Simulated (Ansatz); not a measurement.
**quartet BNH2F at 6 levels**

Wanted: a comparison of 6 runs (U-r2SCAN/STO-3G, U-revPBE/STO-3G, UB2PLYP/STO-3G, UB3LYP/STO-3G, UBLYP/STO-3G, UCCSDT/STO-3G) of quartet BNH2F. 

The calculation is run with Ansatz 0.2.0.

78 further runs of the same task are left out: 78 set aside as unsound or not needed.

**1. Starting point**

The species is BNH2F (5 atoms), meant as a quartet with charge 0. As SMILES of the parent species, `N[B]F`. Geometry: relaxed at PBE0-D4/def2-TZVP. This is one conformer, not always the lowest. That shape belongs to the parent species and isn't relaxed for this state.

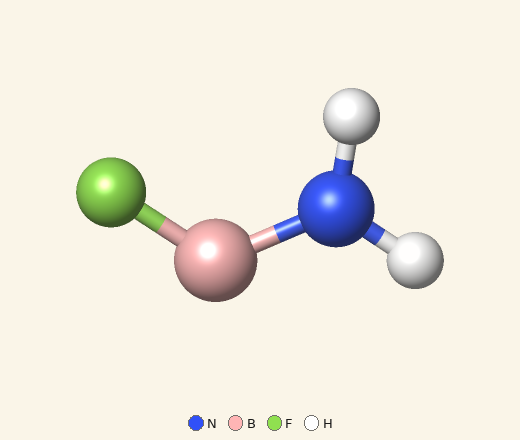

The structure, seen from a chosen angle (nitrogen blue, boron pink, fluorine green, hydrogen white).

**2. A single-point energy at U-r2SCAN/STO-3G (run 1)**

File in.yaml:

```yaml
basis:
  gaussian:
    orbitals: STO-3G
crystal:
  periodic: [false, false, false]
  atoms:
    - {symbol: N, position_ang: [-0.315200, 0.284600, -0.298300]}
    - {symbol: B, position_ang: [0.256800, -0.904700, 0.119300]}
    - {symbol: F, position_ang: [1.186500, -0.957100, 1.060600]}
    - {symbol: H, position_ang: [-1.019600, 0.322000, -1.012000]}
    - {symbol: H, position_ang: [-0.058500, 1.181700, 0.088900]}
magnetization:
  spin_polarized: true
  initial_magnetization: 3
hamiltonian:
  xc: r2scan
accuracy: high
```

The run is started by

```
$ ansatz run in.yaml --threads 1 --pin off --max-ram 2610MiB --events-out events.jsonl --progress --plain --runs-dir runs
```

Standard output:

```text
Warning: RAYON_NUM_THREADS=1 ignored (pool sized by the plan → 1); use --threads N
Functional definition: r2SCAN
  name "r2SCAN"
  parameter k0 = 0.174
  parameter k1 = 0.065
  parameter a1 = 4.9479
  exchange = r2scan_x(k0 = k0, k1 = k1, a1 = a1)
  correlation = r2scan_c
295 factors; integrals over basis functions are off by at most 4.6e-8 eV
mean field evaluation 1: about -4835.7865 eV, gradient 1.9e1 eV
mean field evaluation 2: about -4834.0455 eV, gradient 2.2e1 eV
mean field evaluation 4: about -4838.4490 eV, gradient 8.5e-1 eV
mean field evaluation 8: about -4838.4569 eV, gradient 4.6e-2 eV
mean field evaluation 16: about -4838.4185 eV, gradient 1.4e-6 eV
mean field evaluation 32: about -4836.4963 eV, gradient 5.7e0 eV
mean field -4838.41847401 eV, -177.8085993222 hartree, gradient 4.6e-8 eV, S^2 3.752216; 3 other end points of the search recorded, 0 dependent functions left out
reference -4838.41847475 eV, -177.8085993492 hartree; 13, 10 occupied and 4, 7 virtual orbitals, 295 factors
Total energy: -4838.41847475 eV, -177.8085993492 hartree
```

Wall time 3.9 s (1 thread of Arm Neoverse V2, shared host); peak memory 0.21 GiB.

**3. A single-point energy at U-revPBE/STO-3G (run 2)**

File input.yaml:

```yaml
crystal:
  periodic: [false, false, false]
  atoms:
    - {symbol: "N", position_ang: [-0.315200, 0.284600, -0.298300]}
    - {symbol: B, position_ang: [0.256800, -0.904700, 0.119300]}
    - {symbol: F, position_ang: [1.186500, -0.957100, 1.060600]}
    - {symbol: H, position_ang: [-1.019600, 0.322000, -1.012000]}
    - {symbol: H, position_ang: [-0.058500, 1.181700, 0.088900]}
basis:
  gaussian:
    orbitals: STO-3G
magnetization:
  spin_polarized: true
  initial_magnetization: 3
hamiltonian:
  xc: {name: revPBE}
accuracy: high
```

The run is started by

```
$ ansatz run input.yaml --threads 1 --pin off --max-ram 2610MiB --events-out events.jsonl --progress --plain --runs-dir runs
```

Standard output:

```text
Warning: RAYON_NUM_THREADS=1 ignored (pool sized by the plan → 1); use --threads N
Functional definition: revPBE
  name "revPBE"
  parameter kappa = 1.245
  parameter beta = 0.06672455060314922
  exchange = pbe_x(kappa = kappa, mu = beta*pi^2/3)
  correlation = pbe_c(beta = beta)
295 factors; integrals over basis functions are off by at most 4.6e-8 eV
mean field evaluation 1: about -4835.1908 eV, gradient 2.3e1 eV
mean field evaluation 2: about -4832.1842 eV, gradient 2.7e1 eV
mean field evaluation 4: about -4838.7709 eV, gradient 2.1e0 eV
mean field evaluation 8: about -4838.7742 eV, gradient 3.8e-2 eV
mean field evaluation 16: about -4838.7742 eV, gradient 3.2e-6 eV
mean field -4838.77419822 eV, -177.8216719457 hartree, gradient 1.0e-8 eV, S^2 3.751609; 1 other end points of the search recorded, 0 dependent functions left out
reference -4838.77420045 eV, -177.8216720277 hartree; 13, 10 occupied and 4, 7 virtual orbitals, 295 factors
Total energy: -4838.77420045 eV, -177.8216720277 hartree
```

Wall time 1.5 s (1 thread of Arm Neoverse V2, shared host); peak memory 0.12 GiB.

Runs 3 to 5 aren't shown in full; the table further down has their settings and results.

**4. The energy at UCCSDT/STO-3G (run 6)**

Edit input.yaml of step 3 so:

```diff
@@ -1 +1,4 @@
+basis:
+  gaussian:
+    orbitals: STO-3G
 crystal:
@@ -8,5 +11,2 @@
     - {symbol: H, position_ang: [-0.058500, 1.181700, 0.088900]}
-basis:
-  gaussian:
-    orbitals: STO-3G
 magnetization:
@@ -14,4 +14,7 @@
   initial_magnetization: 3
-hamiltonian:
-  xc: {name: revPBE}
+correlation:
+  method: ccsdt
+  frozen_orbitals: {B: 1, F: 1, H: 0, "N": 1}
 accuracy: high
+scf:
+  omitted_lower_state_checks: [cluster_reference, increment]
```

The run is started by

```
$ ansatz run input.yaml --threads 1 --pin off --max-ram 2610MiB --events-out events.jsonl --progress --plain --runs-dir runs
```

Standard output:

```text
Warning: RAYON_NUM_THREADS=1 ignored (pool sized by the plan → 1); use --threads N
[... 12 lines left out ...]
3 core orbitals not correlated: weight in the atoms' cores, before any rotation towards them, 1.000 or more for the frozen orbitals, at most 0.000 for the correlated occupied ones
[... 39 lines left out ...]
Total energy: -4820.58702853 eV, -177.1533057873 hartree
Checks for a lower state left out: cluster_reference, increment
```

Run time: 1.2 s. Hardware: 1 thread of Arm Neoverse V2, shared host.

**5. The series**

| run | level | frozen core orbitals | energy (Eh) | ⟨S²⟩ | wall time |
| --- | --- | --- | --- | --- | --- |
| 1 | U-r2SCAN/STO-3G | – | -177.808599 | 3.752 | 3.9 s |
| 2 | U-revPBE/STO-3G | – | -177.821672 | 3.752 | 1.5 s |
| 3 | UB2PLYP/STO-3G | 3 | -177.616622 | 3.753 | 1.6 s |
| 4 | UB3LYP/STO-3G | – | -177.853528 | 3.752 | 1.5 s |
| 5 | UBLYP/STO-3G | – | -177.790029 | 3.751 | 1.5 s |
| 6 | UCCSDT/STO-3G | 3 | -177.153306 | 3.760 | 1.2 s |

**6. Results**

| quantity | value |
| --- | --- |
| run 6: total energy | -177.15331 Eh |
| run 6: correlation energy (3 core orbitals frozen) | -96.5 mEh |
| run 6: ⟨S²⟩ of the reference determinant | 3.760 |
| run 6: T1 diagnostic | 0.036 |

Totals of different functionals can't be ranked against each other. In runs 1, 2, 3, 4, 5, 6 the basis is minimal, so the values are rough. All runs together took 11 s, the longest 3.9 s.
